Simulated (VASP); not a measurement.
Band structure of NiO (rock salt, AFM-II order). Method: vdW-DF2, VASP's PBE PAW potentials (set 64) (plane waves; VASP).

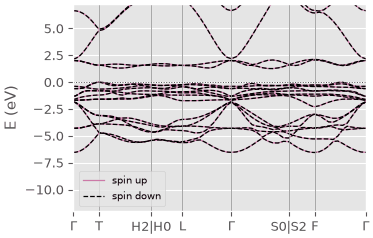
Figure. Bands along high-symmetry lines, zero at the valence-band maximum or, without a gap, the Fermi level

Q: Read the plot: is there a gap, and where are the band edges?

A: The gap is indirect, 1.27 eV, from the valence maximum at T to the conduction minimum at Γ-S0 at 0.73. (Edges off the drawn lines would not show.)

The compound is NiO in the rock salt, AFM-II order structure. It was relaxed first, which changed the volume by +8 %.
